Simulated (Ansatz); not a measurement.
Electronic density of states of amorphous Si$_{24}$C$_{16}$N$_{32}$, density 2.59 g/cm³, on a 2×2×2 Γ-centred mesh with a Gaussian width of 0.1 eV; energies count from the Fermi level, whose place inside the gap is arbitrary. Cell and mesh are small, so fine structure isn't converged. These are PBE, scalar-relativistic without spin-orbit coupling (plane waves to 420 eV, PAW; Ansatz, a first-principles code) values and carry that method's errors. Sampling: a 2×2×2 Γ-centred mesh; Fermi-Dirac width 0.02 eV; no spin polarisation.

A CHGNet melt-quench gave the starting glass, which DFT then relaxed. N atoms were pushed apart under 1.9 Å during the dynamics, to hinder bonds among them. The hot cell started wider than the set density and was brought back towards it in steps. It is the lowest in DFT energy of 2 quenches. It is a model cell: composition and starting density were chosen by hand, and all elements were melted together. No dispersion term was used. Its density started from a set value of 2.40 and ended at 2.59 g/cm³. The quench (nominally 470 K/ps over its main leg) was far faster than any real one, so the model tends to hold more defects than a real film. A cell of this size samples the disorder only roughly. Volume and shape were free in the relaxation. On a 2×2×2 Γ-centred mesh force components of up to 0.23 eV/Å stay, since the relaxation ran on the zone centre alone.

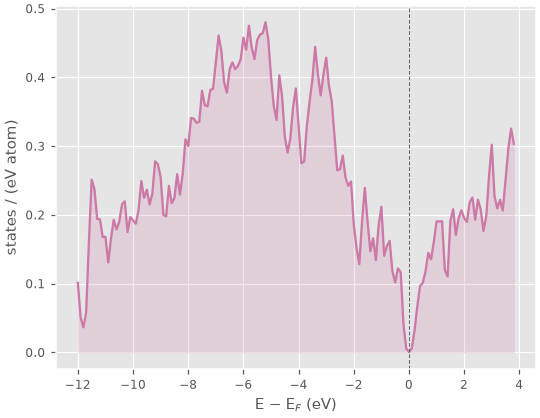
Figure: Density of states per atom

The gap on this mesh is 0.45 eV; the broadening fills part of it in the curve.
